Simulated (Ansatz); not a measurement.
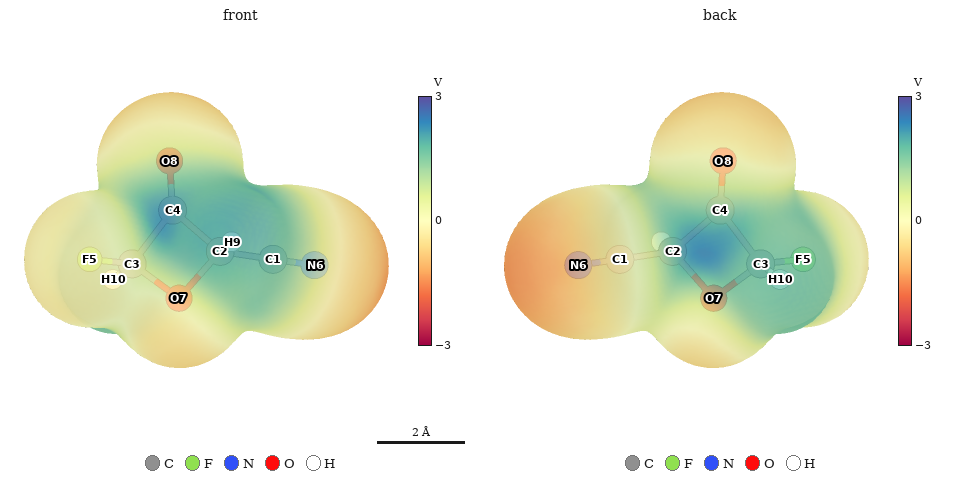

*C4H2FNO2. The electrostatic potential painted on the density surface at 0.002 e/bohr³, seen from the front and from behind; the colour scale runs from red (negative) to blue (positive).*

Geometry: B3LYP/def2-SVP.

Level of theory: isolated molecule in a Gaussian basis; Kohn-Sham density functional theory, functional PBE0 (Ansatz).

Input file:

```
basis:
  gaussian: {orbitals: def2-SVPD}
crystal:
  periodic: [false, false, false]
  atoms:
    - {symbol: C, position_ang: [2.694418, 0.423277, -0.116719]}
    - {symbol: C, position_ang: [1.717440, 0.298059, 0.961112]}
    - {symbol: C, position_ang: [-0.239372, -0.529124, 0.925336]}
    - {symbol: C, position_ang: [0.296749, 0.908871, 0.716053]}
    - {symbol: F, position_ang: [-0.939353, -0.665381, 2.080087]}
    - {symbol: N, position_ang: [3.457920, 0.532807, -0.980997]}
    - {symbol: O, position_ang: [1.086576, -0.996107, 1.041369]}
    - {symbol: O, position_ang: [-0.146208, 1.980234, 0.478399]}
    - {symbol: H, position_ang: [2.170078, 0.606807, 1.921425]}
    - {symbol: H, position_ang: [-0.802808, -1.017180, 0.111144]}
hamiltonian: {xc: {name: PBE0}}
output: {forces: true, orbitals: {seedname: orbitals}}
```

Command:

```sh
ansatz run input.yaml --threads 2 --pin off --max-ram 5220MiB --events-out events.jsonl --progress --plain --runs-dir runs
```

Which sites attract a positive test charge, and which a negative one?

Answer. A positive charge is drawn to the negative regions and a negative charge to the positive ones. The most negative region (about −1.4 V) lies over N6, the most positive (about +2.3 V) over C3 and C4. N6 is the likeliest acceptor of a hydrogen bond.
